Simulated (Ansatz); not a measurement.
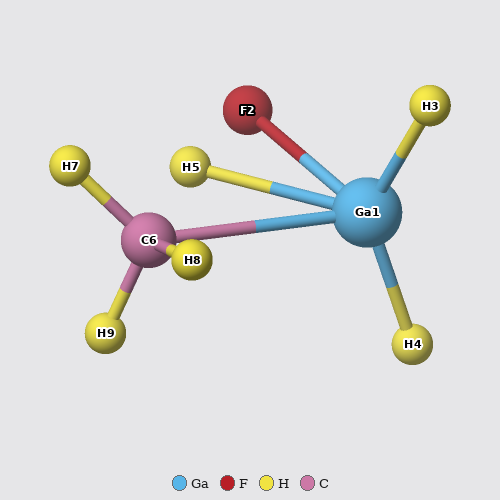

The system is the reacting system CH6FGa (fragments FGaH₂ + CH₄ where the first distance is long, CH₆FGa where the second is long); the picture shows the reference structure. Coordinates scanned: (1) distance Ga1–C6 (bond that forms); (2) distance H5–C6 (bond that breaks). Relaxed at each point: all other coordinates. The grid has 13 × 13 points. Points are written as (first, second). Energies: eV, counted from the lowest grid point. The reference is spin-restricted, so regions where a bond is pulled apart into radicals lie too high. Computed with RKS SPW92 (LDA)/def2-SVP in Ansatz.

Its coordinates:

```xyz
9

Ga   -0.8737   -0.4576   -0.8348
F     0.8155    0.5541   -1.6316
H    -0.6384   -1.9742   -1.0756
H    -2.0824    0.5162   -0.8918
H     0.7555    0.4590   -0.4242
C     0.4488    0.2346    0.9194
H     1.5250    0.0490    1.1283
H    -0.0784   -0.5853    1.4632
H     0.1283    1.2043    1.3470
```

Range: distance Ga1–C6 (bond that forms) from 1.782 to 2.982 Å; distance H5–C6 (bond that breaks) from 0.963 to 2.763 Å.

What will the energy surface look like?

Answer. The lowest grid point is at (2.620 Å, 1.155 Å). A higher local minimum lies near (1.994 Å, 1.881 Å) (0.85 eV above the lowest at that grid point). The highest grid point, (2.982 Å, 2.763 Å), lies 2.96 eV above the lowest. On the interpolated surface the easiest way out of the lowest well to the well at about (2.00 Å, 1.85 Å) passes a barrier of about 0.94 eV.

| second ↓, first → | 1.782 | 1.836 | 1.910 | 1.994 | 2.086 | 2.184 | 2.287 | 2.394 | 2.505 | 2.620 | 2.737 | 2.858 | 2.982 |
| --- | --- | --- | --- | --- | --- | --- | --- | --- | --- | --- | --- | --- | --- |
| 2.763 | 1.28 | 1.11 | 0.99 | 0.98 | 1.06 | 1.21 | 1.43 | 1.67 | 1.93 | 2.20 | 2.46 | 2.72 | 2.96 |
| 2.577 | 1.26 | 1.09 | 0.97 | 0.95 | 1.03 | 1.18 | 1.38 | 1.62 | 1.88 | 2.14 | 2.39 | 2.64 | 2.87 |
| 2.396 | 1.25 | 1.08 | 0.95 | 0.93 | 0.99 | 1.14 | 1.33 | 1.56 | 1.81 | 2.06 | 2.31 | 2.55 | 2.77 |
| 2.219 | 1.24 | 1.06 | 0.93 | 0.90 | 0.95 | 1.09 | 1.27 | 1.49 | 1.73 | 1.97 | 2.21 | 2.43 | 2.65 |
| 2.047 | 1.23 | 1.05 | 0.91 | 0.87 | 0.91 | 1.03 | 1.21 | 1.41 | 1.64 | 1.87 | 2.09 | 2.30 | 2.50 |
| 1.881 | 1.24 | 1.05 | 0.90 | 0.85 | 0.88 | 0.99 | 1.14 | 1.33 | 1.54 | 1.75 | 1.95 | 2.15 | 2.32 |
| 1.720 | 1.28 | 1.08 | 0.92 | 0.85 | 0.87 | 0.96 | 1.09 | 1.26 | 1.44 | 1.62 | 1.77 | 1.89 | 1.97 |
| 1.566 | 1.37 | 1.17 | 0.99 | 0.90 | 0.89 | 0.95 | 1.04 | 1.15 | 1.23 | 1.28 | 1.32 | 1.36 | 1.40 |
| 1.419 | 1.54 | 1.32 | 1.11 | 0.98 | 0.90 | 0.85 | 0.80 | 0.76 | 0.75 | 0.75 | 0.77 | 0.79 | 0.83 |
| 1.281 | 1.76 | 1.47 | 1.16 | 0.89 | 0.67 | 0.50 | 0.39 | 0.32 | 0.28 | 0.27 | 0.28 | 0.31 | 0.33 |
| 1.155 | 1.79 | 1.43 | 1.04 | 0.71 | 0.45 | 0.26 | 0.14 | 0.06 | 0.01 | 0.00 | 0.01 | 0.03 | 0.05 |
| 1.044 | 1.93 | 1.55 | 1.14 | 0.80 | 0.54 | 0.34 | 0.21 | 0.13 | 0.08 | 0.07 | 0.07 | 0.09 | 0.11 |
| 0.963 | 2.23 | 1.95 | 1.54 | 1.19 | 0.93 | 0.73 | 0.60 | 0.52 | 0.48 | 0.46 | 0.46 | 0.48 | 0.50 |

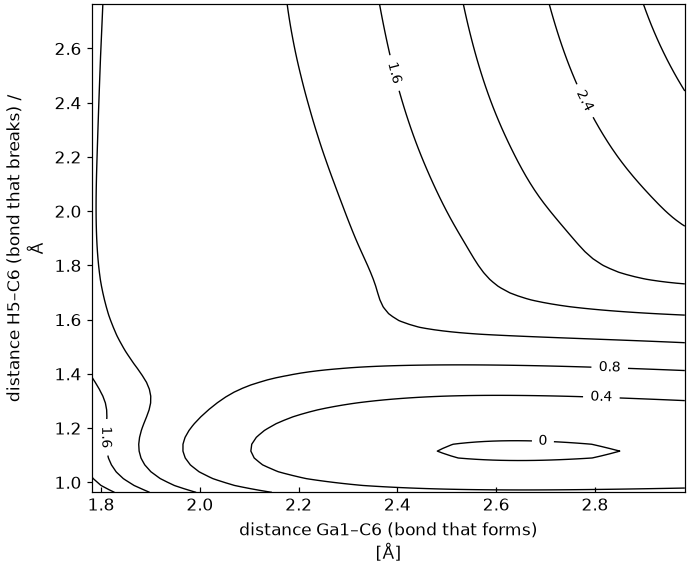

In the figure: contour lines labelled in eV. Between grid points the surface is interpolated.

Each point was launched as `ansatz run input.yaml --threads 1 --pin off --max-ram 2560MiB --backend cpu --events-out ev --progress --plain --runs-dir out`. The whole map (169 points run) took 25 min on 1 thread of Arm Neoverse V2, on a shared host.
